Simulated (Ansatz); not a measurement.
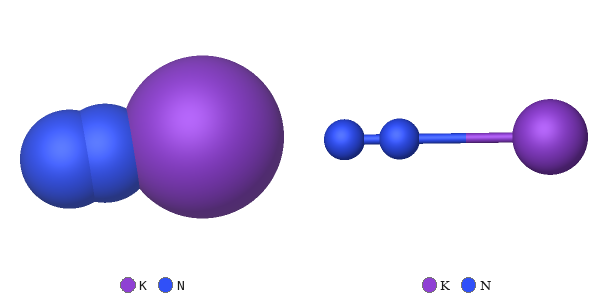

The same structure drawn twice, from different directions.

The species has charge +1 and is a spin singlet. The geometry was computed by an optimisation with PBE0-D4/def2-TZVP.

Question: Count the atoms of each element.

Answer: KN2(+), 3 atoms: 1 potassium and 2 nitrogen.

Question: What is the point group of this geometry?

Answer: C∞v.

Question: How many bonds of each kind are drawn?

Answer: 1 K–N, 1 N–N. Sticks follow a distance rule.

More results for the same structure follow; atom numbers are the same in all pictures, views and colours differ.

**Geometry**

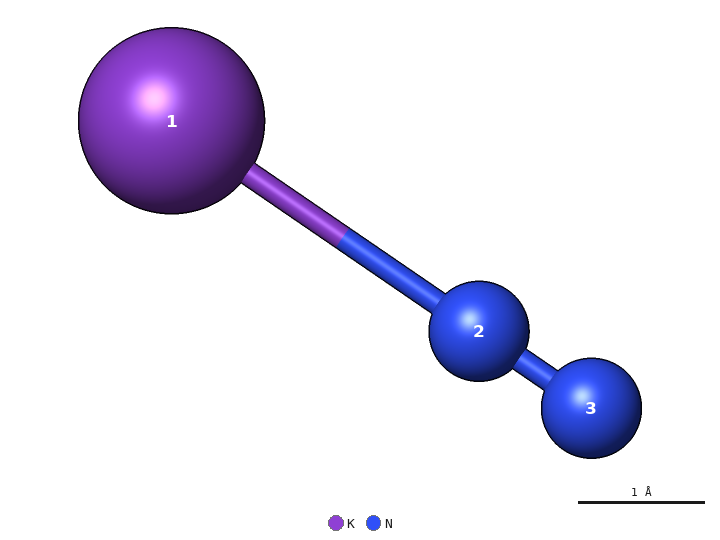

Give these bond angles: K1–N2–N3.

```json
{"angle": "K1–N2–N3", "degrees": "180.0"}
```

**Vibrations**

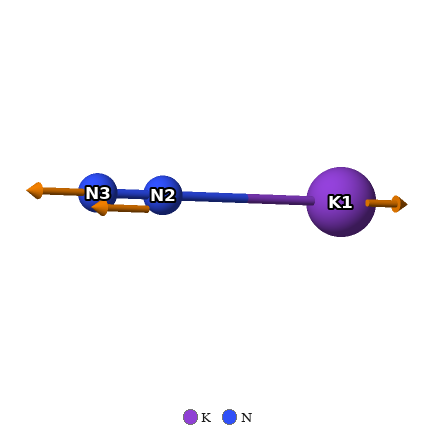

The arrows show one normal mode. Harmonic vibrations computed with RKS PBE0-D4/def2-TZVP (Ansatz 0.2.0) at a stationary point of the same level.

Question: Describe the motion.

Answer: Mostly K–N stretching.

Question: Estimate its harmonic wavenumber.

Answer: 105 cm⁻¹; it is mode 1 of 4 counted from the lowest.

**Electronic properties**

Properties computed with RKS PBE0-D4/def2-TZVPPD (Ansatz 0.2.0).

Question: What is the HOMO–LUMO gap?

Answer: 11.39 eV.

Question: What is the HOMO energy (Kohn–Sham orbital)?

Answer: −16.54 eV.

**Charges**

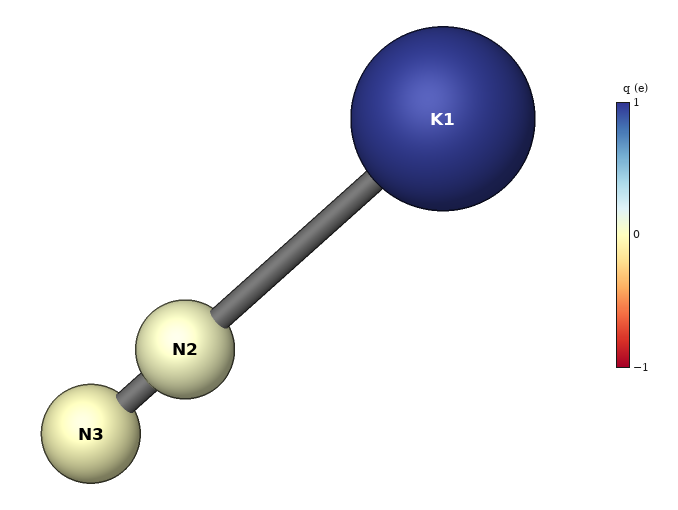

Atoms are coloured by their Mulliken charges. Method: RKS PBE0-D4/def2-TZVP (Ansatz 0.2.0).

List the Mulliken charges.

| atom | value (e) |
| --- | --- |
| K1 | 0.98 |
| N2 | 0.03 |
| N3 | −0.01 |

Mulliken values depend strongly on the basis set and can even reverse the polarity of a bond.
